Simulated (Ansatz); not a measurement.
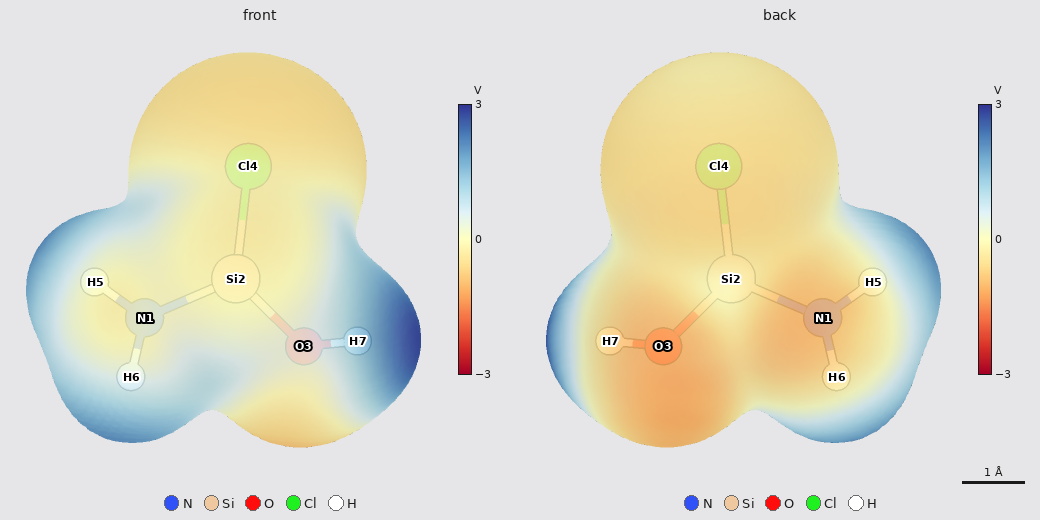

ClH₃NOSi (SMILES N[Si](O)Cl) (doublet). The electrostatic potential painted on the density surface at 0.002 e/bohr³, seen from the front and from behind; red is negative and blue positive.

Geometry: PBE0-D4/def2-TZVP.

These are results of UKS PBE0-D4/def2-TZVPP (Ansatz 0.2.0), not measurements.

```xyz
7

N    -0.4475    1.0698    0.3027
Si    0.4313   -0.1747   -0.4561
O     0.6006   -1.3333    0.6974
Cl   -0.6996   -0.7915   -2.0826
H    -0.8959    1.7867   -0.2435
H    -0.1761    1.3927    1.2178
H     1.2484   -2.0177    0.5186
```

Describe the electrostatic potential map.

Answer. The most negative region (about −1.2 V, or −28 kcal/mol for a unit charge) lies over O3, the most positive (about +2.8 V, or +65 kcal/mol for a unit charge) over H7. O3 is the likeliest acceptor of a hydrogen bond.
